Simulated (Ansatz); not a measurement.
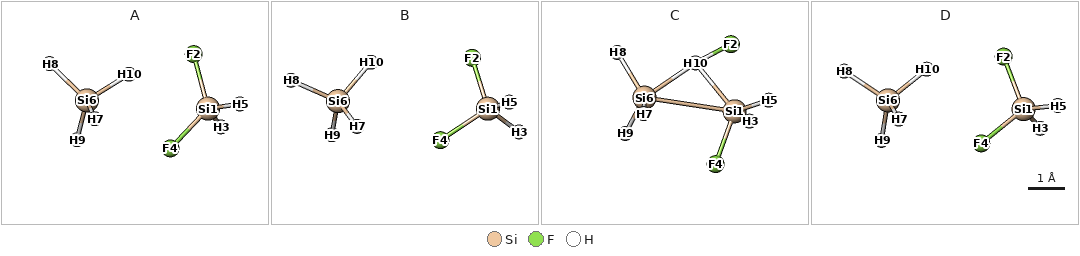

4 geometries from a converged minimum-energy path of Si2H6F2, made up of SiH2F2 and SiH4, shuffled. A ball-and-stick model, seen at a tilt.

Method: RKS BHLYP/def2-SVP (Ansatz). Run with 7 movable images; climbing image; force threshold 0.03 eV/Å; iteration limit 45; starting path through a guess of the saddle point.

**Which frame is the top of the path?**

C. In order along the path, whose images run from 0 to 8: B (image 0, 0.0 kcal/mol), D (image 2, +2.6 kcal/mol), A (image 3, +15.1 kcal/mol), C (image 5, +75.9 kcal/mol). Breaking: Si1–F2 (1.60 → 1.94 at the top → 2.88 Å), Si6–H10 (1.48 → 1.81 at the top → 3.12 Å). Forming: F2–H10 (3.04 → 1.18 at the top → 0.92 Å), Si1–Si6 (4.31 → 2.60 at the top → 2.35 Å).

Limits of the set-up: the start holds two separate molecules, 3.0 Å apart at their closest, whose relative position is a soft coordinate and is computed without a dispersion correction.

Cost: 5.8 min on 2 threads of AMD EPYC 7R43 64-Core Processor (Zen 3) (shared host), peak memory 0.21 GiB.
